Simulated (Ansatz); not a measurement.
# BrFH$_{4}$NOSi (charge +1): what the fields show

Input

```
crystal:
  periodic: [false, false, false]
  atoms:
    - {symbol: Br, position_ang: [-0.162313, -0.564462, 0.681440]}
    - {symbol: F, position_ang: [-0.070842, -1.371414, -2.351405]}
    - {symbol: N, position_ang: [-2.262020, 0.024757, -1.756404]}
    - {symbol: O, position_ang: [0.038065, 1.307659, -1.995308]}
    - {symbol: Si, position_ang: [-0.411655, -0.125452, -1.414678]}
    - {symbol: H, position_ang: [-2.705511, -0.894704, -1.899984]}
    - {symbol: H, position_ang: [-2.773491, 0.497607, -0.997273]}
    - {symbol: H, position_ang: [-2.414203, 0.578478, -2.614266]}
    - {symbol: H, position_ang: [0.915457, 1.710438, -1.921849]}
basis:
  gaussian: {orbitals: def2-TZVPD}
total_charge: 1
hamiltonian: {xc: {name: PBE0}}
output: {forces: true, orbitals: {seedname: orbitals}}
```

Run with:

```sh
ansatz run input.yaml --threads 2 --pin off --max-ram 4350MiB --events-out events.jsonl --progress --plain --runs-dir runs
```

Geometry: B3LYP-D3(BJ)/def2-SVP.

Method: isolated molecule in a Gaussian basis; Kohn-Sham density functional theory, functional PBE0 (Ansatz 0.2.0).

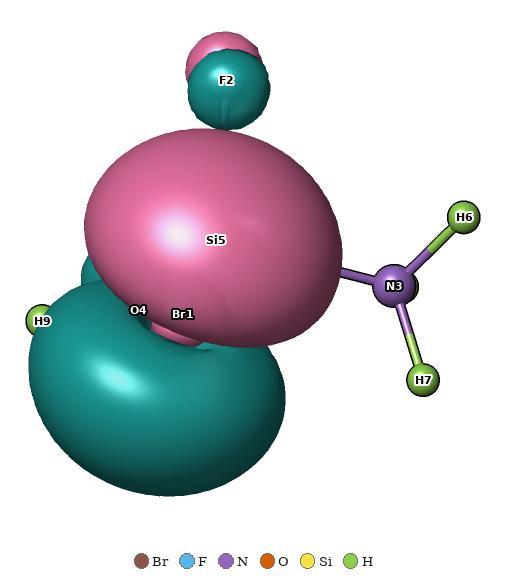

Figure 1. One frontier orbital at ±0.1 Å⁻³ᐟ² (teal and pink are the two phases), seen from one side.

Which orbital is it: HOMO or LUMO?

Answer. The HOMO, at −13.75 eV. By Hirshfeld shares it lies mainly on Br1 (about 85 %); largely a lone pair of Br1.

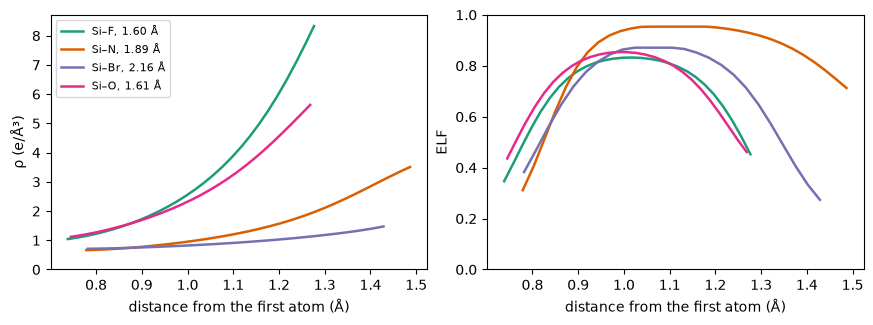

Figure 2. Electron density and electron localisation function along straight lines between neighbouring atoms. The curves leave out the atomic cores.

Compare the contacts.

Answer. Si–F (1.60 Å): ρ at the midpoint is about 1.2 e/Å³; the ELF peaks at about 0.85 in the valence shell of F, 0.6 Å from its nucleus, and is about 0.55 at the midpoint.
Si–N (1.89 Å): the density is about 0.84 e/Å³ at the midpoint; the ELF peaks at about 0.95 between the atoms: a shared but strongly polarised pair.
Si–Br (2.16 Å): the density is about 0.89 e/Å³ at the midpoint; the ELF peaks at about 0.85 between the atoms: a polar covalent bond.
Si–O (1.61 Å): ρ at the midpoint is about 1.3 e/Å³; the ELF peaks at about 0.85 between the atoms, as expected for a polar covalent bond.

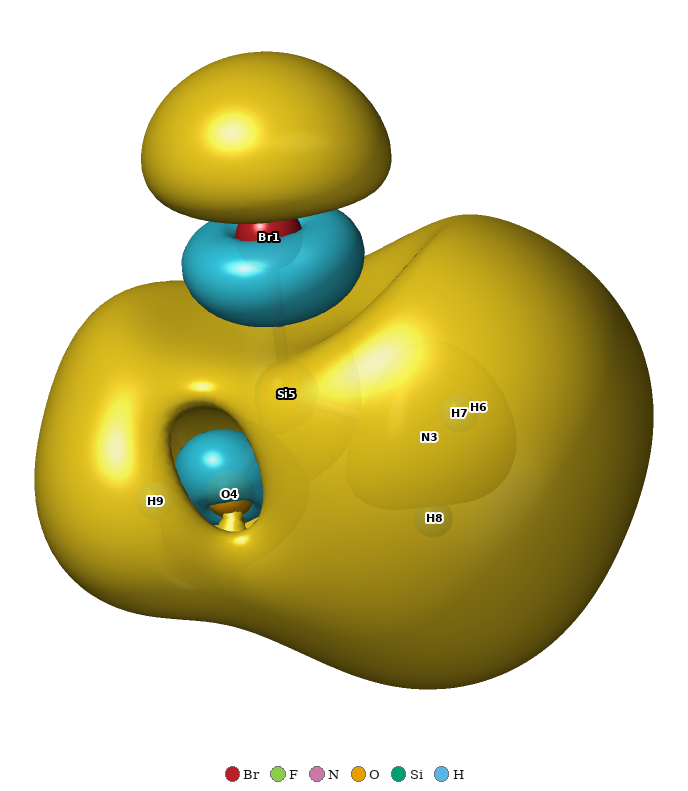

Figure 3. The LUMO at ±0.04 Å⁻³ᐟ² (yellow and cyan are the two phases), seen across its widest extent.

What is the character of this orbital?

Answer. Its weight (Hirshfeld) is mainly on Si5 (about 25 %), Br1 (about 15 %), H8 (about 10 %), N3 (about 10 %), H6 (about 10 %) and H7 (about 10 %). Its energy is −5.36 eV.
